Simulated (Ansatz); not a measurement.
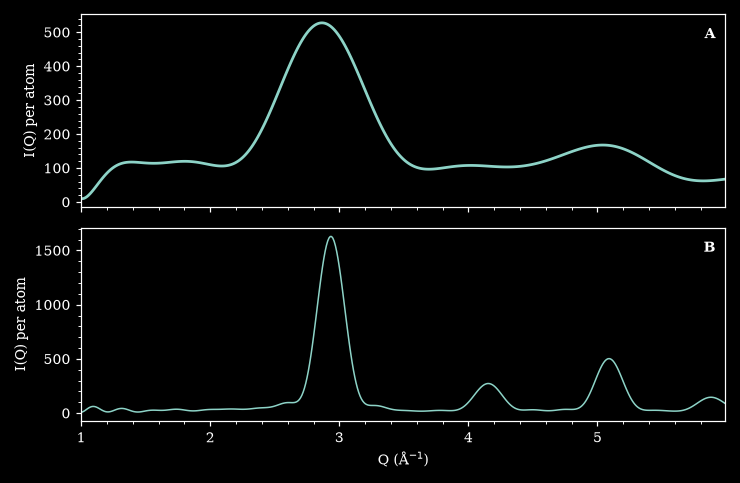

X-ray scattering of spheres cut from the crystal structure of V (Im-3m, a = 3.020 Å, b = 3.020 Å, c = 3.020 Å, α = 90.00°, β = 90.00°, γ = 90.00°), calculated atom by atom with the Debye equation (B = 0.5 Å², no relaxation of the surface). Basis of the simulation: the input geometry of an electronic-structure calculation (not necessarily at equilibrium).

> The spheres are 10 and 28 Å across. Which curve is which?

curve A: 10 Å (27 atoms); curve B: 28 Å (869 atoms). Peak widths go roughly as 2π/D, so the largest sphere has the sharpest peaks.

> Index the main peaks of the largest sphere.

Q ≈ 2.93 Å⁻¹: 110; Q ≈ 4.15 Å⁻¹: 200; Q ≈ 5.09 Å⁻¹: 211.
